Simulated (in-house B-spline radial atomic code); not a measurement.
# Tc⁶⁺: excited configurations

Wanted: excitation energies of Tc⁶⁺ as differences of total energies (ΔSCF).

Method: scalar-relativistic (spin-free one-electron X2C) r2SCAN0, spin-polarised, spherical density, exact exchange averaged over the configuration, Fermi nucleus, basis-set limit. Code: in-house B-spline radial atomic code version 1.

## 1. The atom as given

```
element       : technetium (Z = 43)
charge        : +6
electrons     : 37
configuration : [Kr] 4d1
Hamiltonian   : scalar-relativistic (X2C)
nucleus       : Fermi, rms radius 4.411 fm
```

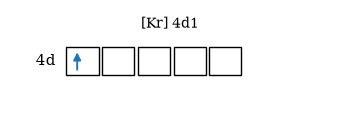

Occupation of the outer shells (arrows by Hund's rule).

Where spins are not typed, each open shell is filled with up spins first.

## 2. The reference configuration

The run's settings:

```ini
Z = 43
electrons = 37.0
configuration = [Kr] 4d1
hamiltonian = x2c
method = r2scan0
spin_polarised = True
nucleus = fermi
rms_radius = 4.411169945885085
mass_number = 97
atomic_mass = 96.90636072
speed_of_light = 137.035999084
exact_exchange = averaged over the configuration
```

The run is started by

```sh
$ python run_scf.py task.json out
```

The settings of every run stand in task.json; they run in order.

The program writes no log. Results of the run, from its result record (rounded, main fields):

```text
{
  "status": "converged",
  "scf [iteration, energy, orbital gradient]": [
    [1, -4277.00897629, 0.0954],
    [2, -4277.01606347, 0.00203],
    [3, -4277.01606908, 0.00109],
    [4, -4277.01607015, 0.000564],
    [5, -4277.01607052, 1.91e-05],
    [6, -4277.01607052, 7.69e-06],
    [7, -4277.01607052, 5.57e-07],
    [8, -4277.01607052, 8.82e-08]
  ],
  "energy [hartree]": {"total": -4277.01607052, "kinetic": 4443.12384645, "nuclear": -10220.1916717, "coulomb": 1626.81683103, "exact_exchange": -31.1350395366, "xc": -95.6300367346},
  "orbitals [hartree, bohr; first row names the columns]": [
    ["name", "occ", "eps", "<r>", "<r^2>", "<1/r>", "r_max"],
    ["1s up", 1.0, -773.07647, 0.033779, 0.0015513, 46.235, 0.021687],
    ["1s down", 1.0, -773.07683, 0.033779, 0.0015513, 46.235, 0.021687],
    ["2s up", 1.0, -114.11201, 0.14903, 0.026255, 10.385, 0.12599],
    ["2s down", 1.0, -114.10055, 0.14902, 0.026253, 10.386, 0.12599],
    ["2p up", 3.0, -102.36377, 0.13017, 0.020721, 9.8232, 0.10065],
    ["2p down", 3.0, -102.3546, 0.13016, 0.020718, 9.8238, 0.10064],
    ["3s up", 1.0, -22.929053, 0.41349, 0.19588, 3.5537, 0.37154],
    ["3s down", 1.0, -22.924909, 0.41349, 0.19587, 3.5532, 0.37157],
    ["3p up", 3.0, -19.015354, 0.41466, 0.2, 3.3342, 0.36515],
    ["3p down", 3.0, -19.009907, 0.41464, 0.19996, 3.3338, 0.3652],
    ["3d up", 5.0, -12.689115, 0.39787, 0.18969, 3.0869, 0.31184],
    ["3d down", 5.0, -12.677696, 0.39787, 0.18965, 3.0864, 0.31197],
    ["4s up", 1.0, -5.87779, 1.0274, 1.1879, 1.3348, 0.93855],
    ["4s down", 1.0, -5.8264347, 1.0256, 1.184, 1.3385, 0.93665],
    ["4p up", 3.0, -4.719309, 1.109, 1.3922, 1.2098, 1.0011],
    ["4p down", 3.0, -4.6602441, 1.1067, 1.3867, 1.2133, 0.99881],
    ["4d up", 1.0, -3.0395971, 1.3157, 1.9876, 0.99142, 1.152]
  ],
  "sum_r [bohr^k]": {"-1": 241.0932, "1": 18.45588, "2": 16.3645}
}
```

It took 0.71 s on 1 thread, shared host.

Meta-GGA runs start from a PBE run whose iterations are not counted.

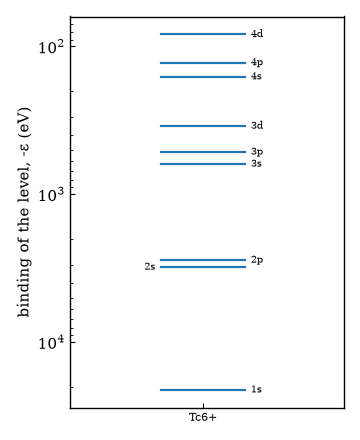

Orbital energies of this run on a logarithmic scale (up spins).

## 3. [Ar] 3d9 4s2 4p6 4d2

Settings: those of step 2 with these lines changed.

```diff
@@ -2,3 +2,3 @@
 electrons = 37.0
-configuration = [Kr] 4d1
+configuration = [Ar] 3d9 4s2 4p6 4d2
 hamiltonian = x2c
```

From the record:

```text
{
  "status": "converged",
  "iterations": 8,
  "energy [hartree]": {"total": -4267.26720744, "kinetic": 4433.66282441, "nuclear": -10174.2134865, "coulomb": 1598.43405556, "exact_exchange": -30.4833820451, "xc": -94.6672188569},
  "orbitals [hartree, bohr; first row names the columns]": [
    ["name", "occ", "eps", "<r>"],
    ["1s up", 1.0, -774.18101, 0.03378],
    ["1s down", 1.0, -774.18082, 0.03378],
    ["2s up", 1.0, -115.30886, 0.14902],
    ["2s down", 1.0, -115.18744, 0.14893],
    ["2p up", 3.0, -103.55389, 0.13017],
    ["2p down", 3.0, -103.45515, 0.13007],
    ["3s up", 1.0, -23.78076, 0.41016],
    ["3s down", 1.0, -23.649979, 0.41061],
    ["3p up", 3.0, -19.867977, 0.41032],
    ["3p down", 3.0, -19.72063, 0.41095],
    ["3d up", 5.0, -13.596505, 0.39051],
    ["3d down", 4.0, -13.449024, 0.39156],
    ["4s up", 1.0, -6.1383232, 1.0056],
    ["4s down", 1.0, -6.0173031, 1.0049],
    ["4p up", 3.0, -4.95401, 1.0804],
    ["4p down", 3.0, -4.8208839, 1.0803],
    ["4d up", 2.0, -3.2111112, 1.2638]
  ],
  "sum_r [bohr^k]": {"-1": 240.0256, "1": 18.9697, "2": 17.25809},
  "energy_minus_base [hartree]": 9.74886308
}
```

Wall time 0.52 s (1 thread, shared host).

energy_minus_base is the energy less that of the reference run.

## 4. Run with [Ar] 3d9 4s2 4p6 4d1 5s1

Settings: those of step 3 with these lines changed.

```diff
@@ -2,3 +2,3 @@
 electrons = 37.0
-configuration = [Ar] 3d9 4s2 4p6 4d2
+configuration = [Ar] 3d9 4s2 4p6 4d1 5s1
 hamiltonian = x2c
```

From the record:

```text
{
  "status": "converged",
  "iterations": 9,
  "energy [hartree]": {"total": -4266.3838063, "kinetic": 4432.94367479, "nuclear": -10163.4755578, "coulomb": 1588.91136556, "exact_exchange": -30.4206002272, "xc": -94.3426886721},
  "orbitals [hartree, bohr; first row names the columns]": [
    ["name", "occ", "eps", "<r>"],
    ["1s up", 1.0, -774.45376, 0.03378],
    ["1s down", 1.0, -774.44947, 0.03378],
    ["2s up", 1.0, -115.595, 0.14901],
    ["2s down", 1.0, -115.48224, 0.14893],
    ["2p up", 3.0, -103.83961, 0.13017],
    ["2p down", 3.0, -103.74829, 0.13007],
    ["3s up", 1.0, -24.054899, 0.41],
    ["3s down", 1.0, -23.921979, 0.41048],
    ["3p up", 3.0, -20.139308, 0.41017],
    ["3p down", 3.0, -19.992959, 0.41078],
    ["3d up", 5.0, -13.865484, 0.39028],
    ["3d down", 4.0, -13.72565, 0.39122],
    ["4s up", 1.0, -6.3306486, 0.99575],
    ["4s down", 1.0, -6.2461189, 0.99797],
    ["4p up", 3.0, -5.1239216, 1.0701],
    ["4p down", 3.0, -5.0378426, 1.0691],
    ["4d up", 1.0, -3.3704587, 1.2483],
    ["5s up", 1.0, -2.4395531, 2.1269]
  ],
  "sum_r [bohr^k]": {"-1": 239.7775, "1": 19.73224, "2": 20.20657},
  "energy_minus_base [hartree]": 10.6322642
}
```

Run time: 0.58 s. Hardware: 1 thread, shared host.

## 5. Configuration [Ar] 3d10 4s2 4p5 4d1 5d1

Settings: those of step 4 with these lines changed.

```diff
@@ -2,3 +2,3 @@
 electrons = 37.0
-configuration = [Ar] 3d9 4s2 4p6 4d1 5s1
+configuration = [Ar] 3d10 4s2 4p5 4d1 5d1
 hamiltonian = x2c
```

From the record:

```text
{
  "status": "converged",
  "iterations": 11,
  "energy [hartree]": {"total": -4273.7520485, "kinetic": 4439.81057018, "nuclear": -10198.1764989, "coulomb": 1610.63239655, "exact_exchange": -30.8498207586, "xc": -95.16869556},
  "orbitals [hartree, bohr; first row names the columns]": [
    ["name", "occ", "eps", "<r>"],
    ["1s up", 1.0, -773.59087, 0.033779],
    ["1s down", 1.0, -773.57803, 0.033778],
    ["2s up", 1.0, -114.59273, 0.14902],
    ["2s down", 1.0, -114.5725, 0.14901],
    ["2p up", 3.0, -102.85008, 0.13016],
    ["2p down", 3.0, -102.82591, 0.13015],
    ["3s up", 1.0, -23.387202, 0.4133],
    ["3s down", 1.0, -23.368779, 0.41329],
    ["3p up", 3.0, -19.474534, 0.4144],
    ["3p down", 3.0, -19.450119, 0.41452],
    ["3d up", 5.0, -13.149615, 0.39742],
    ["3d down", 5.0, -13.12033, 0.39718],
    ["4s up", 1.0, -6.2628556, 1.0138],
    ["4s down", 1.0, -6.1020512, 1.0149],
    ["4p up", 3.0, -5.0829061, 1.0884],
    ["4p down", 2.0, -4.9440027, 1.09],
    ["4d up", 1.0, -2.9470522, 1.913],
    ["5d up", 1.0, -1.9530855, 2.2043]
  ],
  "sum_r [bohr^k]": {"-1": 240.5817, "1": 20.0242, "2": 23.57232},
  "energy_minus_base [hartree]": 3.26402202
}
```

Wall time 0.74 s (1 thread, shared host).

## 6. Run with [Kr] 4f1

Settings: those of step 5 with these lines changed.

```diff
@@ -2,3 +2,3 @@
 electrons = 37.0
-configuration = [Ar] 3d10 4s2 4p5 4d1 5d1
+configuration = [Kr] 4f1
 hamiltonian = x2c
```

From the record:

```text
{
  "status": "converged",
  "iterations": 8,
  "energy [hartree]": {"total": -4275.52771045, "kinetic": 4441.67579856, "nuclear": -10210.0307984, "coulomb": 1619.26142776, "exact_exchange": -31.0676950274, "xc": -95.3664433794},
  "orbitals [hartree, bohr; first row names the columns]": [
    ["name", "occ", "eps", "<r>"],
    ["1s up", 1.0, -773.31821, 0.033779],
    ["1s down", 1.0, -773.31861, 0.033779],
    ["2s up", 1.0, -114.35086, 0.14902],
    ["2s down", 1.0, -114.35126, 0.14902],
    ["2p up", 3.0, -102.60498, 0.13016],
    ["2p down", 3.0, -102.60549, 0.13016],
    ["3s up", 1.0, -23.137895, 0.4133],
    ["3s down", 1.0, -23.13619, 0.41325],
    ["3p up", 3.0, -19.223507, 0.41439],
    ["3p down", 3.0, -19.2216, 0.41433],
    ["3d up", 5.0, -12.896628, 0.39742],
    ["3d down", 5.0, -12.894462, 0.39729],
    ["4s up", 1.0, -6.0032, 1.0206],
    ["4s down", 1.0, -5.984552, 1.0195],
    ["4p up", 3.0, -4.8319319, 1.1003],
    ["4p down", 3.0, -4.8083582, 1.0972],
    ["4f up", 1.0, -1.6237871, 1.9496]
  ],
  "sum_r [bohr^k]": {"-1": 240.8571, "1": 19.015, "2": 18.61796},
  "energy_minus_base [hartree]": 1.48836008
}
```

Run time: 0.57 s. Hardware: 1 thread, shared host.

## 7. Run with [Ar] 3d10 4s2 4p5 4d1 4f1

Settings: those of step 6 with these lines changed.

```diff
@@ -2,3 +2,3 @@
 electrons = 37.0
-configuration = [Kr] 4f1
+configuration = [Ar] 3d10 4s2 4p5 4d1 4f1
 hamiltonian = x2c
```

From the record:

```text
{
  "status": "converged",
  "iterations": 8,
  "energy [hartree]": {"total": -4273.93383681, "kinetic": 4439.96264964, "nuclear": -10204.0334698, "coulomb": 1616.28898372, "exact_exchange": -30.8585144153, "xc": -95.2934859487},
  "orbitals [hartree, bohr; first row names the columns]": [
    ["name", "occ", "eps", "<r>"],
    ["1s up", 1.0, -773.45358, 0.033779],
    ["1s down", 1.0, -773.44134, 0.033778],
    ["2s up", 1.0, -114.44721, 0.14902],
    ["2s down", 1.0, -114.431, 0.14901],
    ["2p up", 3.0, -102.7061, 0.13015],
    ["2p down", 3.0, -102.68548, 0.13015],
    ["3s up", 1.0, -23.225126, 0.41323],
    ["3s down", 1.0, -23.206347, 0.41318],
    ["3p up", 3.0, -19.312482, 0.41431],
    ["3p down", 3.0, -19.287943, 0.41438],
    ["3d up", 5.0, -12.98842, 0.39732],
    ["3d down", 5.0, -12.960399, 0.39694],
    ["4s up", 1.0, -6.1066334, 1.0185],
    ["4s down", 1.0, -5.9354886, 1.0173],
    ["4p up", 3.0, -4.9352546, 1.096],
    ["4p down", 2.0, -4.7813212, 1.0943],
    ["4d up", 1.0, -3.2306311, 1.2891],
    ["4f up", 1.0, -1.6697564, 1.8772]
  ],
  "sum_r [bohr^k]": {"-1": 240.7178, "1": 19.10916, "2": 18.785},
  "energy_minus_base [hartree]": 3.08223371
}
```

It took 0.63 s on 1 thread, shared host.

## 8. Configuration [Kr] 5f1

Settings: those of step 7 with these lines changed.

```diff
@@ -2,3 +2,3 @@
 electrons = 37.0
-configuration = [Ar] 3d10 4s2 4p5 4d1 4f1
+configuration = [Kr] 5f1
 hamiltonian = x2c
```

From the record:

```text
{
  "status": "converged",
  "iterations": 8,
  "energy [hartree]": {"total": -4274.89183722, "kinetic": 4441.07123721, "nuclear": -10201.0160443, "coulomb": 1611.35598304, "exact_exchange": -31.059785014, "xc": -95.2432281593},
  "orbitals [hartree, bohr; first row names the columns]": [
    ["name", "occ", "eps", "<r>"],
    ["1s up", 1.0, -773.52934, 0.033779],
    ["1s down", 1.0, -773.52943, 0.033779],
    ["2s up", 1.0, -114.56627, 0.14902],
    ["2s down", 1.0, -114.56644, 0.14902],
    ["2p up", 3.0, -102.81994, 0.13016],
    ["2p down", 3.0, -102.82011, 0.13016],
    ["3s up", 1.0, -23.358171, 0.41331],
    ["3s down", 1.0, -23.356896, 0.41328],
    ["3p up", 3.0, -19.443684, 0.4144],
    ["3p down", 3.0, -19.442265, 0.41436],
    ["3d up", 5.0, -13.116194, 0.39743],
    ["3d down", 5.0, -13.114685, 0.39736],
    ["4s up", 1.0, -6.2114523, 1.0171],
    ["4s down", 1.0, -6.2023833, 1.0171],
    ["4p up", 3.0, -5.0321175, 1.093],
    ["4p down", 3.0, -5.0223987, 1.0929],
    ["5f up", 1.0, -1.060614, 3.7465]
  ],
  "sum_r [bohr^k]": {"-1": 240.6475, "1": 20.77175, "2": 30.28195},
  "energy_minus_base [hartree]": 2.1242333
}
```

Wall time 0.56 s (1 thread, shared host).

## 9. The excitation energies

| net move | configuration | 2|M_S|+1 | energy above the reference (eV) | largest <r> (bohr) |
| --- | --- | --- | --- | --- |
| 4d → 4f | [Kr] 4f1 | 2 | 40.500 | 1.95 |
| 4d → 5f | [Kr] 5f1 | 2 | 57.803 | 3.75 |
| 4p → 4f | [Ar] 3d10 4s2 4p5 4d1 4f1 | 4 | 83.872 | 1.88 |
| 4p → 5d | [Ar] 3d10 4s2 4p5 4d1 5d1 | 4 | 88.819 | 2.20 |
| 3d → 4d | [Ar] 3d9 4s2 4p6 4d2 | 4 | 265.28 | 1.26 |
| 3d → 5s | [Ar] 3d9 4s2 4p6 4d1 5s1 | 4 | 289.32 | 2.13 |

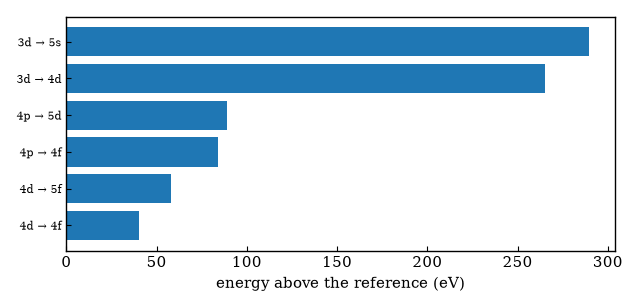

The configurations in order of energy, labelled by the net move of electrons.

What this shows: At the bottom stands 4d → 4f (40.500 eV), at the top 3d → 5s (289.32 eV). 2 of them lie more than 60 % above minus the reference's highest level (82.712 eV), in the range where a state can decay by emitting an electron. Two partly filled shells share a symmetry and can mix in the average, which may lower the energy, for: 4p → 5d. The reference has 2|M_S|+1 = 2; 4 of the configurations differ from it in spin. These are spherical averages at the typed spins, not spectroscopic levels.
